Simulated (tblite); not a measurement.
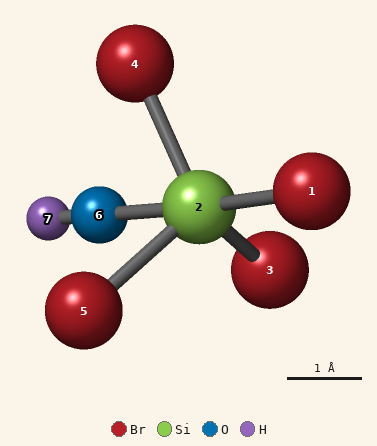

Figure 1. The starting structure (ball-and-stick view, seen at a tilt; atoms are numbered from 1 in the order of the input).

**SiHBr$_{4}$O (charge −1): geometry relaxation**

System: SiHBr$_{4}$O, charge −1, SMILES O[Si-](Br)(Br)(Br)Br.
Method: GFN2-xTB geometry optimisation, gas phase (tblite 0.8.0).

Output
```
step      E/eV     max force
  0    -624.82980    4.742
  1    -625.70757    3.953
  2    -627.42570    3.323
  3    -628.13667    0.997
  4    -628.18582    0.966
  5    -628.25053    1.060
  6    -628.36879    1.838
  7    -628.46352    1.131
  8    -628.49021    0.609
  9    -628.51449    0.704
 10    -628.52864    0.996
 11    -628.55620    1.546
 12    -628.58464    1.439
 13    -628.65862    0.902
 14    -628.69788    0.749
 15    -628.65952    1.983
 16    -628.71779    0.289
 17    -628.72217    0.250
 18    -628.72942    0.216
 19    -628.73178    0.161
 20    -628.73501    0.095
 21    -628.73555    0.074
 22    -628.73609    0.056
 23    -628.73638    0.051
 24    -628.73668    0.075
 25    -628.73701    0.081
 26    -628.73749    0.075
 27    -628.73802    0.077
 28    -628.73847    0.066
 29    -628.73877    0.079
 30    -628.73900    0.060
 31    -628.73918    0.047
 32    -628.73933    0.057
 33    -628.73950    0.052
 34    -628.73968    0.046
 35    -628.73979    0.032
 36    -628.73985    0.021
 37    -628.73988    0.020
 38    -628.73992    0.021
 39    -628.73996    0.023
 40    -628.74001    0.021
 41    -628.74005    0.025
 42    -628.74010    0.027
 43    -628.74016    0.033
 44    -628.74021    0.028
 45    -628.74025    0.024
 46    -628.74028    0.025
 47    -628.74030    0.019
 48    -628.74033    0.017
 49    -628.74034    0.007
```

Trajectory as extended XYZ (Å, eV, eV/Å), 30 of the 50 frames kept, from step=0 to step=49
```
7
Properties=species:S:1:pos:R:3:forces:R:3 step=0 energy=-624.82980
Br    1.8309    0.9518   -0.8239    0.7730   0.3910  -0.3250
Si   -0.0078    0.0123   -0.0275   -2.6630  -1.2840   1.3630
Br    0.4160   -2.1407    0.3677    2.4500  -1.5540  -0.3540
Br   -1.6402    0.2082   -1.4850    0.1490   1.9350  -4.3270
Br   -0.5644    0.9796    1.8998    1.9760   2.8070   1.8910
O    -1.6182   -0.6927    0.6023   -2.3880  -1.8640   1.4110
H    -2.4428   -1.0458    0.9198   -0.2960  -0.4310   0.3420
7
Properties=species:S:1:pos:R:3:forces:R:3 step=2 energy=-627.42570
Br    1.8599    0.9664   -0.8358   -0.6570  -0.3260   0.2980
Si   -0.1722   -0.0647    0.0513   -2.9150  -1.2190   1.0280
Br    0.5585   -2.2246    0.3455    1.0730  -0.0580  -0.3070
Br   -1.6239    0.3193   -1.7280    0.7140   0.7030  -1.1020
Br   -0.4481    1.1396    2.0032    1.0320   0.9210   0.1720
O    -1.6904   -0.7735    0.6597    1.5560   0.2140  -0.3440
H    -2.5104   -1.0898    0.9573   -0.8030  -0.2340   0.2540
7
Properties=species:S:1:pos:R:3:forces:R:3 step=3 energy=-628.13667
Br    1.8609    0.9670   -0.8355   -0.8330  -0.4040   0.3700
Si   -0.3342   -0.1371    0.1202   -0.6740  -0.2240   0.1230
Br    0.6624   -2.2719    0.3259    0.2860   0.4680  -0.1980
Br   -1.5978    0.3971   -1.8877    0.6160   0.1080   0.2060
Br   -0.3594    1.2494    2.0639    0.4210   0.0380  -0.4400
O    -1.6991   -0.8154    0.6853   -0.3630  -0.3720   0.2320
H    -2.5593   -1.1164    0.9811    0.5470   0.3860  -0.2940
7
Properties=species:S:1:pos:R:3:forces:R:3 step=5 energy=-628.25053
Br    1.8170    0.9459   -0.8160   -0.7320  -0.3430   0.3150
Si   -0.3852   -0.1558    0.1341    0.2750   0.1750  -0.1920
Br    0.6968   -2.2562    0.3119    0.0820   0.4700  -0.1450
Br   -1.5611    0.4176   -1.9076    0.4560  -0.0050   0.3700
Br   -0.3208    1.2722    2.0524    0.2150  -0.1170  -0.4620
O    -1.7156   -0.8435    0.7019    0.7400  -0.0960  -0.1010
H    -2.5575   -1.1074    0.9764   -1.0350  -0.0850   0.2140
7
Properties=species:S:1:pos:R:3:forces:R:3 step=7 energy=-628.46352
Br    1.6366    0.8604   -0.7371    0.0840   0.1000  -0.0750
Si   -0.4318   -0.1620    0.1286    0.7990   0.1910  -0.0450
Br    0.7529   -2.1535    0.2695   -0.0310  -0.1190   0.0040
Br   -1.4350    0.4397   -1.8618   -0.2980   0.0060  -0.0770
Br   -0.2362    1.2775    1.9554   -0.1940   0.0270   0.0700
O    -1.7127   -0.9265    0.7380    0.7390  -0.4480   0.0250
H    -2.6004   -1.0628    0.9606   -1.1000   0.2420   0.0980
7
Properties=species:S:1:pos:R:3:forces:R:3 step=8 energy=-628.49021
Br    1.6443    0.8648   -0.7410    0.0480   0.0780  -0.0540
Si   -0.4157   -0.1576    0.1265    0.4420   0.0410   0.0440
Br    0.7468   -2.1569    0.2717    0.0260  -0.1070  -0.0100
Br   -1.4443    0.4362   -1.8586   -0.2380   0.0220  -0.0700
Br   -0.2449    1.2736    1.9575   -0.1430   0.0590   0.0640
O    -1.7059   -0.9288    0.7371    0.3500  -0.4560   0.0900
H    -2.6068   -1.0585    0.9599   -0.4850   0.3630  -0.0640
7
Properties=species:S:1:pos:R:3:forces:R:3 step=10 energy=-628.52864
Br    1.6475    0.8704   -0.7448    0.0250   0.0550  -0.0300
Si   -0.3844   -0.1551    0.1290   -0.2510  -0.2180   0.1450
Br    0.7454   -2.1629    0.2716    0.1030  -0.0890  -0.0190
Br   -1.4625    0.4346   -1.8562   -0.1350   0.0100   0.0410
Br   -0.2589    1.2738    1.9597   -0.0930   0.0790   0.0500
O    -1.6866   -0.9614    0.7437   -0.3970  -0.3920   0.1680
H    -2.6270   -1.0267    0.9501    0.7470   0.5550  -0.3560
7
Properties=species:S:1:pos:R:3:forces:R:3 step=12 energy=-628.58464
Br    1.6522    0.8822   -0.7519   -0.0750  -0.0170   0.0360
Si   -0.3598   -0.1693    0.1438   -0.6890  -0.3570   0.1170
Br    0.7556   -2.1805    0.2691    0.1430  -0.0140  -0.0190
Br   -1.4987    0.4355   -1.8534    0.0130  -0.0480   0.2730
Br   -0.2844    1.2840    1.9687   -0.0770  -0.0070  -0.0560
O    -1.6635   -1.0304    0.7577   -0.6480   0.0500   0.0240
H    -2.6278   -0.9487    0.9192    1.3330   0.3930  -0.3750
7
Properties=species:S:1:pos:R:3:forces:R:3 step=14 energy=-628.69788
Br    1.6430    0.8924   -0.7545   -0.1580  -0.0890   0.0850
Si   -0.3735   -0.2145    0.1659   -0.2020  -0.1130  -0.0820
Br    0.7784   -2.2002    0.2641    0.1780  -0.0240  -0.0130
Br   -1.5448    0.4269   -1.8096    0.0510  -0.0550   0.2810
Br   -0.3316    1.2884    1.9678   -0.0870  -0.1010  -0.1170
O    -1.6523   -1.1002    0.7633    0.7250   0.0170  -0.1890
H    -2.5457   -0.8200    0.8561   -0.5070   0.3650   0.0350
7
Properties=species:S:1:pos:R:3:forces:R:3 step=15 energy=-628.65952
Br    1.5958    0.8812   -0.7388    0.0330  -0.0030  -0.0020
Si   -0.3836   -0.2474    0.1773    0.2060  -0.0890  -0.1270
Br    0.8068   -2.1930    0.2518    0.3080  -0.2710   0.0090
Br   -1.5551    0.4214   -1.7573   -0.1010  -0.0430   0.1460
Br   -0.3552    1.2870    1.9426   -0.1730  -0.0980   0.0010
O    -1.6314   -1.1738    0.7738   -1.3840   1.4110  -0.1570
H    -2.5039   -0.7027    0.8039    1.1110  -0.9070   0.1310
7
Properties=species:S:1:pos:R:3:forces:R:3 step=17 energy=-628.72217
Br    1.6204    0.8855   -0.7461   -0.0490  -0.0400   0.0310
Si   -0.3756   -0.2282    0.1648    0.0280  -0.0460  -0.0770
Br    0.7921   -2.1976    0.2597    0.2130  -0.1310  -0.0030
Br   -1.5488    0.4198   -1.7738   -0.0390  -0.0010   0.1020
Br   -0.3477    1.2800    1.9520   -0.0950  -0.0370  -0.0230
O    -1.6430   -1.1175    0.7621    0.1190   0.1440  -0.0880
H    -2.5238   -0.7692    0.8345   -0.1770   0.1100   0.0580
7
Properties=species:S:1:pos:R:3:forces:R:3 step=19 energy=-628.73178
Br    1.6159    0.8848   -0.7447   -0.0430  -0.0500   0.0240
Si   -0.3663   -0.2394    0.1588    0.1030  -0.0120  -0.0250
Br    0.8111   -2.2131    0.2600    0.1400  -0.0610  -0.0050
Br   -1.5662    0.4129   -1.7450   -0.0300   0.0660  -0.0550
Br   -0.3741    1.2704    1.9469   -0.0330   0.0140  -0.0040
O    -1.6379   -1.1140    0.7545   -0.1420   0.0760   0.0020
H    -2.5091   -0.7289    0.8227    0.0050  -0.0330   0.0620
7
Properties=species:S:1:pos:R:3:forces:R:3 step=20 energy=-628.73501
Br    1.6117    0.8804   -0.7421   -0.0220  -0.0420   0.0110
Si   -0.3625   -0.2417    0.1546    0.0580  -0.0130   0.0140
Br    0.8265   -2.2205    0.2596    0.0290   0.0160   0.0050
Br   -1.5672    0.4167   -1.7452   -0.0230   0.0630  -0.0670
Br   -0.3772    1.2702    1.9458   -0.0190   0.0140  -0.0080
O    -1.6417   -1.1043    0.7518   -0.0650  -0.0390   0.0100
H    -2.5159   -0.7281    0.8286    0.0410   0.0010   0.0350
7
Properties=species:S:1:pos:R:3:forces:R:3 step=22 energy=-628.73609
Br    1.6062    0.8756   -0.7395    0.0000  -0.0290   0.0010
Si   -0.3615   -0.2455    0.1554    0.0070  -0.0080   0.0070
Br    0.8365   -2.2221    0.2587   -0.0220   0.0310   0.0170
Br   -1.5678    0.4229   -1.7498   -0.0130   0.0350  -0.0200
Br   -0.3780    1.2729    1.9446   -0.0270  -0.0080  -0.0150
O    -1.6450   -1.1059    0.7519    0.0070  -0.0210  -0.0200
H    -2.5170   -0.7252    0.8319    0.0480   0.0000   0.0290
7
Properties=species:S:1:pos:R:3:forces:R:3 step=24 energy=-628.73668
Br    1.6034    0.8716   -0.7383    0.0120  -0.0190  -0.0030
Si   -0.3595   -0.2491    0.1567   -0.0330   0.0070  -0.0170
Br    0.8399   -2.2212    0.2595   -0.0170   0.0070   0.0220
Br   -1.5713    0.4277   -1.7507    0.0010   0.0190   0.0110
Br   -0.3832    1.2730    1.9426   -0.0250  -0.0120  -0.0120
O    -1.6450   -1.1106    0.7503    0.0650   0.0000  -0.0380
H    -2.5107   -0.7186    0.8331   -0.0020  -0.0020   0.0370
7
Properties=species:S:1:pos:R:3:forces:R:3 step=25 energy=-628.73701
Br    1.6031    0.8690   -0.7382    0.0150  -0.0130  -0.0040
Si   -0.3583   -0.2502    0.1566   -0.0440   0.0190  -0.0320
Br    0.8400   -2.2203    0.2610   -0.0040  -0.0110   0.0220
Br   -1.5736    0.4306   -1.7508    0.0090   0.0160   0.0190
Br   -0.3872    1.2721    1.9412   -0.0190  -0.0050  -0.0070
O    -1.6438   -1.1125    0.7482    0.0720  -0.0040  -0.0370
H    -2.5066   -0.7160    0.8351   -0.0270  -0.0020   0.0390
7
Properties=species:S:1:pos:R:3:forces:R:3 step=27 energy=-628.73802
Br    1.6050    0.8599   -0.7382    0.0180   0.0090  -0.0090
Si   -0.3566   -0.2494    0.1523   -0.0370   0.0400  -0.0550
Br    0.8391   -2.2182    0.2678    0.0230  -0.0440   0.0160
Br   -1.5779    0.4416   -1.7531    0.0250   0.0120   0.0320
Br   -0.3989    1.2689    1.9371    0.0000   0.0220   0.0010
O    -1.6389   -1.1145    0.7390    0.0030  -0.0350  -0.0120
H    -2.4982   -0.7157    0.8481   -0.0310  -0.0040   0.0280
7
Properties=species:S:1:pos:R:3:forces:R:3 step=29 energy=-628.73877
Br    1.6081    0.8534   -0.7387    0.0140   0.0220  -0.0130
Si   -0.3589   -0.2452    0.1454    0.0020   0.0060  -0.0230
Br    0.8396   -2.2187    0.2739    0.0080  -0.0220   0.0050
Br   -1.5769    0.4517   -1.7561    0.0220   0.0130   0.0300
Br   -0.4045    1.2688    1.9347    0.0030   0.0290  -0.0090
O    -1.6368   -1.1149    0.7314   -0.0680  -0.0390   0.0060
H    -2.4971   -0.7224    0.8626    0.0190  -0.0090   0.0050
7
Properties=species:S:1:pos:R:3:forces:R:3 step=30 energy=-628.73900
Br    1.6089    0.8525   -0.7391    0.0110   0.0220  -0.0130
Si   -0.3606   -0.2442    0.1431    0.0140  -0.0190   0.0030
Br    0.8407   -2.2198    0.2753   -0.0050  -0.0040   0.0010
Br   -1.5757    0.4544   -1.7559    0.0150   0.0140   0.0250
Br   -0.4052    1.2701    1.9339   -0.0010   0.0210  -0.0190
O    -1.6374   -1.1163    0.7298   -0.0550  -0.0240   0.0010
H    -2.4971   -0.7240    0.8661    0.0210  -0.0090   0.0020
7
Properties=species:S:1:pos:R:3:forces:R:3 step=32 energy=-628.73933
Br    1.6098    0.8521   -0.7402    0.0070   0.0140  -0.0090
Si   -0.3622   -0.2457    0.1409    0.0140  -0.0420   0.0360
Br    0.8425   -2.2217    0.2774   -0.0150   0.0110  -0.0030
Br   -1.5746    0.4594   -1.7528    0.0050   0.0130   0.0150
Br   -0.4084    1.2727    1.9311   -0.0070   0.0020  -0.0320
O    -1.6393   -1.1214    0.7268    0.0050   0.0120  -0.0120
H    -2.4944   -0.7227    0.8700   -0.0090  -0.0090   0.0050
7
Properties=species:S:1:pos:R:3:forces:R:3 step=34 energy=-628.73968
Br    1.6118    0.8517   -0.7421    0.0060   0.0020  -0.0020
Si   -0.3617   -0.2498    0.1404   -0.0040  -0.0150   0.0300
Br    0.8427   -2.2225    0.2803   -0.0020  -0.0020  -0.0060
Br   -1.5733    0.4671   -1.7479    0.0000   0.0100   0.0050
Br   -0.4140    1.2750    1.9246   -0.0080  -0.0080  -0.0280
O    -1.6410   -1.1266    0.7218    0.0410   0.0200  -0.0040
H    -2.4909   -0.7221    0.8761   -0.0340  -0.0060   0.0040
7
Properties=species:S:1:pos:R:3:forces:R:3 step=35 energy=-628.73979
Br    1.6129    0.8518   -0.7430    0.0070  -0.0040   0.0010
Si   -0.3613   -0.2511    0.1407   -0.0090   0.0070   0.0160
Br    0.8422   -2.2225    0.2813    0.0050  -0.0090  -0.0060
Br   -1.5722    0.4700   -1.7464   -0.0030   0.0090   0.0020
Br   -0.4155    1.2755    1.9215   -0.0070  -0.0060  -0.0200
O    -1.6414   -1.1272    0.7200    0.0300   0.0080   0.0080
H    -2.4911   -0.7238    0.8790   -0.0250  -0.0050  -0.0020
7
Properties=species:S:1:pos:R:3:forces:R:3 step=37 energy=-628.73988
Br    1.6141    0.8522   -0.7435    0.0070  -0.0080   0.0030
Si   -0.3612   -0.2508    0.1416   -0.0040   0.0150  -0.0020
Br    0.8417   -2.2229    0.2812    0.0040  -0.0070  -0.0050
Br   -1.5709    0.4715   -1.7459   -0.0050   0.0070   0.0020
Br   -0.4153    1.2758    1.9191   -0.0060   0.0030  -0.0080
O    -1.6414   -1.1261    0.7202   -0.0020  -0.0050   0.0190
H    -2.4935   -0.7270    0.8804    0.0050  -0.0060  -0.0100
7
Properties=species:S:1:pos:R:3:forces:R:3 step=39 energy=-628.73996
Br    1.6154    0.8519   -0.7434    0.0040  -0.0090   0.0050
Si   -0.3617   -0.2500    0.1426    0.0040  -0.0040  -0.0120
Br    0.8421   -2.2240    0.2804   -0.0040   0.0040  -0.0040
Br   -1.5707    0.4732   -1.7449   -0.0060   0.0050   0.0060
Br   -0.4160    1.2764    1.9165   -0.0050   0.0140   0.0040
O    -1.6409   -1.1261    0.7223   -0.0110  -0.0010   0.0130
H    -2.4946   -0.7286    0.8797    0.0180  -0.0100  -0.0110
7
Properties=species:S:1:pos:R:3:forces:R:3 step=41 energy=-628.74005
Br    1.6174    0.8499   -0.7432   -0.0010  -0.0100   0.0050
Si   -0.3620   -0.2503    0.1427    0.0070  -0.0200  -0.0110
Br    0.8428   -2.2254    0.2801   -0.0080   0.0090  -0.0040
Br   -1.5719    0.4776   -1.7419   -0.0050   0.0000   0.0090
Br   -0.4199    1.2783    1.9122   -0.0010   0.0220   0.0110
O    -1.6399   -1.1282    0.7242    0.0100   0.0060  -0.0060
H    -2.4929   -0.7291    0.8791   -0.0020  -0.0080  -0.0050
7
Properties=species:S:1:pos:R:3:forces:R:3 step=42 energy=-628.74010
Br    1.6185    0.8484   -0.7430   -0.0030  -0.0090   0.0040
Si   -0.3618   -0.2509    0.1423    0.0050  -0.0170  -0.0050
Br    0.8429   -2.2259    0.2799   -0.0050   0.0060  -0.0040
Br   -1.5729    0.4802   -1.7400   -0.0040  -0.0020   0.0090
Br   -0.4224    1.2799    1.9101    0.0010   0.0220   0.0110
O    -1.6392   -1.1294    0.7250    0.0220   0.0060  -0.0140
H    -2.4917   -0.7296    0.8789   -0.0150  -0.0060  -0.0010
7
Properties=species:S:1:pos:R:3:forces:R:3 step=44 energy=-628.74021
Br    1.6209    0.8449   -0.7421   -0.0050  -0.0060   0.0010
Si   -0.3611   -0.2523    0.1414    0.0000   0.0070   0.0130
Br    0.8424   -2.2265    0.2786    0.0020  -0.0070  -0.0040
Br   -1.5745    0.4847   -1.7359   -0.0020  -0.0050   0.0060
Br   -0.4260    1.2849    1.9067    0.0040   0.0130   0.0030
O    -1.6371   -1.1304    0.7270    0.0190  -0.0010  -0.0210
H    -2.4912   -0.7326    0.8774   -0.0170  -0.0010   0.0020
7
Properties=species:S:1:pos:R:3:forces:R:3 step=46 energy=-628.74028
Br    1.6218    0.8434   -0.7414   -0.0050  -0.0040   0.0000
Si   -0.3606   -0.2519    0.1419    0.0010   0.0190   0.0160
Br    0.8418   -2.2270    0.2769    0.0020  -0.0090  -0.0020
Br   -1.5747    0.4854   -1.7341   -0.0020  -0.0030   0.0020
Br   -0.4256    1.2886    1.9061    0.0020   0.0050  -0.0020
O    -1.6360   -1.1296    0.7281   -0.0080  -0.0030  -0.0110
H    -2.4932   -0.7362    0.8756    0.0100  -0.0030  -0.0020
7
Properties=species:S:1:pos:R:3:forces:R:3 step=47 energy=-628.74030
Br    1.6220    0.8426   -0.7411   -0.0040  -0.0020   0.0000
Si   -0.3604   -0.2513    0.1426    0.0020   0.0140   0.0110
Br    0.8416   -2.2275    0.2762    0.0000  -0.0060  -0.0010
Br   -1.5748    0.4856   -1.7333   -0.0020  -0.0020   0.0010
Br   -0.4255    1.2904    1.9058    0.0010   0.0020  -0.0030
O    -1.6356   -1.1295    0.7281   -0.0150  -0.0020  -0.0040
H    -2.4938   -0.7376    0.8749    0.0180  -0.0040  -0.0040
7
Properties=species:S:1:pos:R:3:forces:R:3 step=49 energy=-628.74034
Br    1.6222    0.8409   -0.7408   -0.0020   0.0010   0.0000
Si   -0.3600   -0.2505    0.1438    0.0010   0.0000  -0.0010
Br    0.8417   -2.2286    0.2757   -0.0020  -0.0010   0.0010
Br   -1.5757    0.4870   -1.7314    0.0000   0.0010  -0.0010
Br   -0.4269    1.2927    1.9044    0.0000   0.0000  -0.0010
O    -1.6350   -1.1304    0.7271   -0.0040   0.0010   0.0020
H    -2.4928   -0.7383    0.8744    0.0070  -0.0010  -0.0010
```

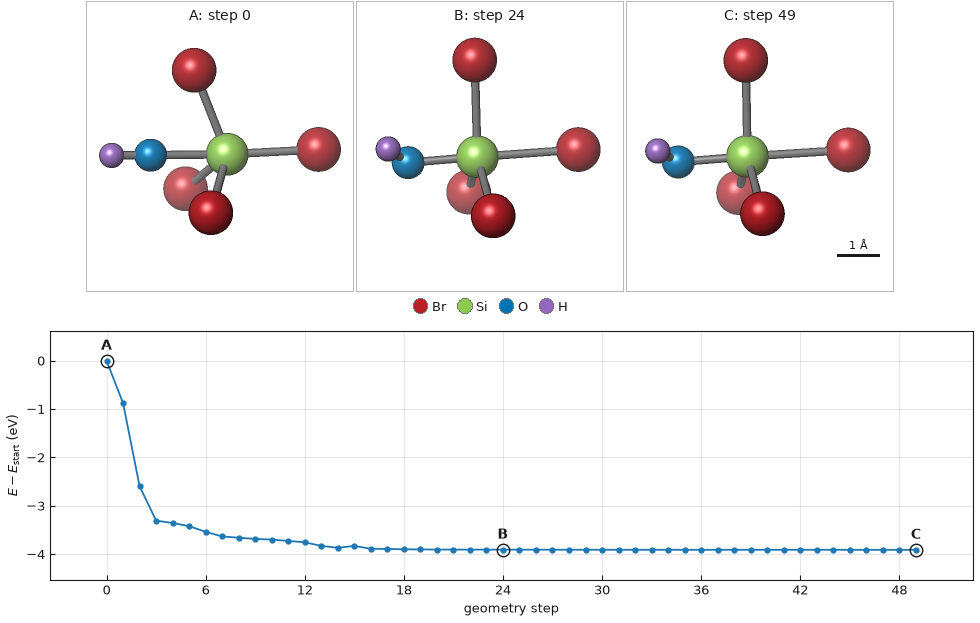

Figure 2. Frames of the relaxation (ball-and-stick view, seen at a tilt) above the curves, on which the letters mark them (steps are counted from 0).

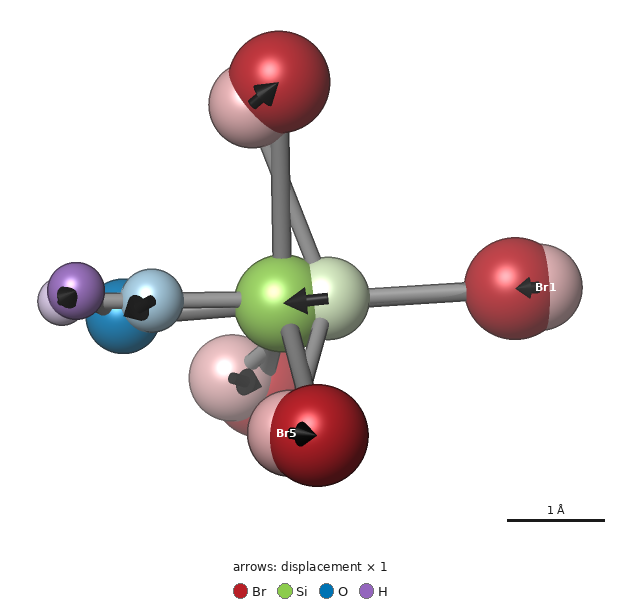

Figure 3. Start (faint) and end (solid) with the displacements as black arrows, at true length (ball-and-stick view, seen at a tilt). The two geometries are laid on each other by the best rigid fit. The energy falls by 3.911 eV in 49 geometry steps. The largest force component goes from 4.3 to 0.007 eV/Å. The largest move after the best rigid fit is that of Si2, 0.47 Å. By element the largest moves are Si 0.47 Å, O 0.46 Å, Br 0.45 Å, H 0.31 Å. Among the contacts that change: Br1–Si2 2.213 → 2.430 Å, Si2–O6 1.867 → 1.655 Å, Si2–Br4 2.197 → 2.353 Å, Si2–Br5 2.227 → 2.342 Å. Among the angles that change: Si2–O6–H7 179.5° → 121.9°, Br4–Si2–O6 67.5° → 92.8°, Br5–Si2–O6 69.9° → 93.6°. (Atoms are counted from 1 in the order of the input.)

This output came from the following input.

Input
```
{"job": {"kind": "relax", "xc": "GFN2-xTB", "basis": "xTB"}, "charge": -1, "multiplicity": 1}
Br     1.830900     0.951800    -0.823900
Si    -0.007800     0.012300    -0.027500
Br     0.416000    -2.140700     0.367700
Br    -1.640200     0.208200    -1.485000
Br    -0.564400     0.979600     1.899800
O     -1.618200    -0.692700     0.602300
H     -2.442800    -1.045800     0.919800
```

The first line tells a small driver script what to run in tblite; the rest is the geometry in Å.

Launched with:
```bash
OMP_NUM_THREADS=1 python <driver script> task.json out
```

Results in brief

| quantity | value |
| --- | --- |
| outcome | converged |
| total energy | −628.7403 eV |
| hardware | 1 CPU thread, shared host |
| wall time | 0.74 s |
| peak memory | 0.49 GiB |
